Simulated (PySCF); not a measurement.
# Two runs on NH3

System: NH3, SMILES N.
Method of run A: TDDFT PBE0/6-31G*, vertical, gas phase, core orbitals frozen in the response (PySCF 2.14.0).

The geometry comes from this level: PBE0-D3(BJ)/def2-SVP. Text and figures count atoms from 1; the logs count them from 0 in places.

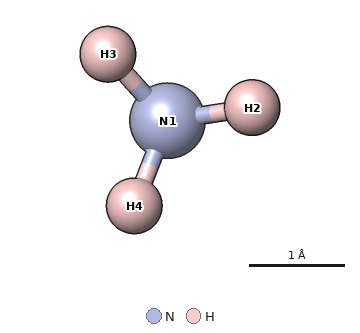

Fig. 1: The input geometry (ball-and-stick view, seen on its broad side; atoms are numbered from 1 in the order of the input). Bond lengths as drawn: H–N 1.02 Å.

### Input, run A
```
{"job": {"kind": "uv", "xc": "PBE0", "basis": "6-31G*"}, "charge": 0, "multiplicity": 1}
N     -0.070959     0.016208     0.279620
H     -0.784367    -0.395861    -0.321617
H      0.198734     0.885366    -0.180752
H      0.739872    -0.596143     0.192299
```

The first line tells a small driver script what to run in PySCF; the rest is the geometry in Å.

Launched with:
```bash
OMP_NUM_THREADS=1 python <driver script> task.json out
```

Hardware: 1 CPU thread, shared host.

### Output (run A)
```
coarse grid: 2928 points
cycle   1  E = -56.4562819095  dE = -8.988e-02  |g| = 3.744e-01  |ddm| = 1.439e+00
cycle   2  E = -56.4440294441  dE =  1.225e-02  |g| = 4.440e-01  |ddm| = 5.828e-01
cycle   3  E = -56.4871350072  dE = -4.311e-02  |g| = 2.007e-02  |ddm| = 3.248e-01
cycle   4  E = -56.4872198809  dE = -8.487e-05  |g| = 1.062e-03  |ddm| = 1.566e-02
cycle   5  E = -56.4872201287  dE = -2.478e-07  |g| = 1.873e-04  |ddm| = 1.200e-03
final grid: 27112 points
cycle   6  E = -56.4761600614  dE = -3.974e-06  |g| = 5.525e-03  |ddm| = 7.513e-03
cycle   7  E = -56.4761563563  dE =  3.705e-06  |g| = 7.011e-03  |ddm| = 9.032e-03
cycle   8  E = -56.4761668379  dE = -1.048e-05  |g| = 8.309e-05  |ddm| = 4.735e-03
cycle   9  E = -56.4761668398  dE = -1.892e-09  |g| = 1.816e-05  |ddm| = 1.066e-04
cycle  10  E = -56.4761668399  dE = -1.117e-10  |g| = 1.189e-06  |ddm| = 3.942e-05
converged SCF energy = -56.4761668399

Static polarisability (au): isotropic 8.218, principal 5.791 9.431 9.433

Singlet excitations
state   eV       nm        f      main configurations
  1   7.9298    156.4   0.04108   H->L 1.00
  2  10.2112    121.4   0.04333   H->L+1 0.99
  3  10.2114    121.4   0.04331   H->L+2 0.99
  4  13.4439     92.2   0.23822   H-1->L 0.99
  5  13.4451     92.2   0.23841   H-2->L 0.99
  6  15.2543     81.3   0.00000   H-1->L+1 0.50, H-2->L+2 0.50
  7  15.8865     78.0   0.34409   H-1->L+2 0.47, H-2->L+1 0.47
  8  15.8867     78.0   0.34407   H-2->L+2 0.47, H-1->L+1 0.47
  9  17.3458     71.5   0.23918   H-2->L+1 0.46, H-1->L+2 0.46
 10  23.7705     52.2   0.10080   H->L+3 0.98

Triplet excitations (Tamm-Dancoff, eV): 7.2610 9.2291 9.2295 12.2031
```

For run B the input was changed thus:
```diff
-"basis": "6-31G*"
+"basis": "aug-cc-pVTZ"
```

Predict how the results change.

The total energy of run B is 24.7 kcal/mol lower, which measures the change of basis and not a stability. The HOMO goes from −7.23 to −7.83 eV. The LUMO goes from 2.62 to −0.23 eV. The dipole moment goes from 1.97 to 1.59 D. The lowest excitation goes from 7.93 to 6.26 eV. The strongest computed line goes from 15.89 to 6.26 eV. Diffuse functions give room to the loosely bound empty orbitals, which lowers the LUMO. The number of SCF iterations is the same. The basis functions go from 20 to 115.

### Output (run B)
```
coarse grid: 2928 points
cycle   1  E = -56.4886140383  dE = -1.040e-01  |g| = 3.636e-01  |ddm| = 3.514e+00
cycle   2  E = -56.4618278672  dE =  2.679e-02  |g| = 5.159e-01  |ddm| = 1.027e+00
cycle   3  E = -56.5185199253  dE = -5.669e-02  |g| = 1.622e-02  |ddm| = 6.139e-01
cycle   4  E = -56.5185694663  dE = -4.954e-05  |g| = 3.515e-03  |ddm| = 2.352e-02
cycle   5  E = -56.5185717970  dE = -2.331e-06  |g| = 2.982e-04  |ddm| = 3.603e-03
final grid: 27112 points
cycle   6  E = -56.5155490362  dE = -1.628e-05  |g| = 5.600e-03  |ddm| = 6.206e-02
cycle   7  E = -56.5155435063  dE =  5.530e-06  |g| = 7.694e-03  |ddm| = 1.637e-02
cycle   8  E = -56.5155552347  dE = -1.173e-05  |g| = 1.579e-04  |ddm| = 9.463e-03
cycle   9  E = -56.5155552402  dE = -5.511e-09  |g| = 3.550e-05  |ddm| = 2.371e-04
cycle  10  E = -56.5155552406  dE = -3.340e-10  |g| = 3.647e-06  |ddm| = 5.972e-05
converged SCF energy = -56.5155552406

Static polarisability (au): isotropic 14.332, principal 13.835 13.837 15.325

Singlet excitations
state   eV       nm        f      main configurations
  1   6.2580    198.1   0.07425   H->L 0.98
  2   7.5566    164.1   0.00328   H->L+1 0.97
  3   7.5568    164.1   0.00327   H->L+2 0.97
  4   8.8465    140.2   0.00114   H->L+3 0.98
  5   9.2879    133.5   0.01964   H->L+4 0.98
  6   9.8575    125.8   0.02082   H->L+5 0.76, H->L+8 0.18
  7   9.8578    125.8   0.02082   H->L+6 0.76, H->L+7 0.18
  8  10.0977    122.8   0.00915   H->L+7 0.76, H->L+6 0.20
  9  10.0979    122.8   0.00912   H->L+8 0.76, H->L+5 0.20
 10  11.0673    112.0   0.06309   H->L+9 0.94

Triplet excitations (Tamm-Dancoff, eV): 5.9279 7.4328 7.4330 8.1981
```

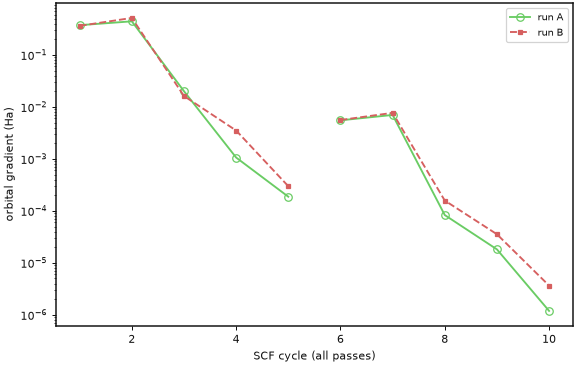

Fig. 2: Convergence of the two runs: orbital gradient against the SCF cycle. A break in a curve parts two SCF passes (coarse and final grid). Run A takes 10 cycles in all, and run B takes 10.

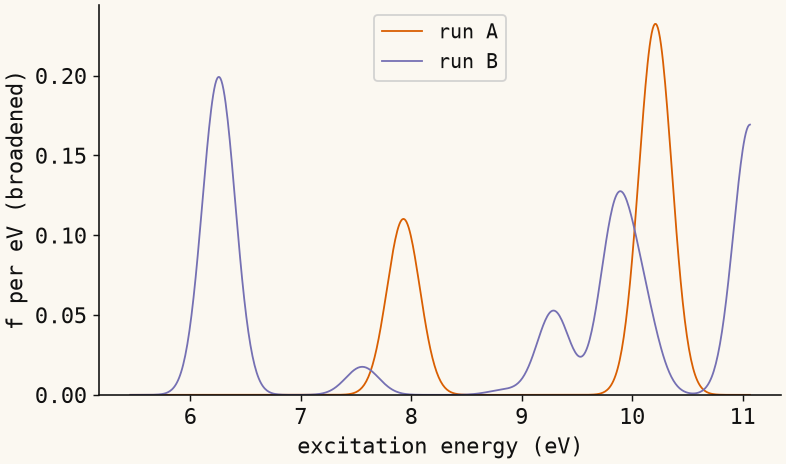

Fig. 3: Absorption of the two runs from their computed states, each broadened by a Gaussian of 0.35 eV full width; the range ends where the shorter list of states ends.

### The two runs side by side

| quantity | run A | run B |
| --- | --- | --- |
| outcome | converged | converged |
| total energy (hartree) | −56.476167 | −56.515555 |
| HOMO (eV) | −7.23 | −7.83 |
| LUMO (eV) | 2.62 | −0.23 |
| dipole moment (D) | 1.97 | 1.59 |
| lowest excitation (eV) | 7.93 | 6.26 |
| SCF iterations | 10 | 10 |
| strongest computed line (eV) | 15.89 | 6.26 |
| basis functions | 20 | 115 |
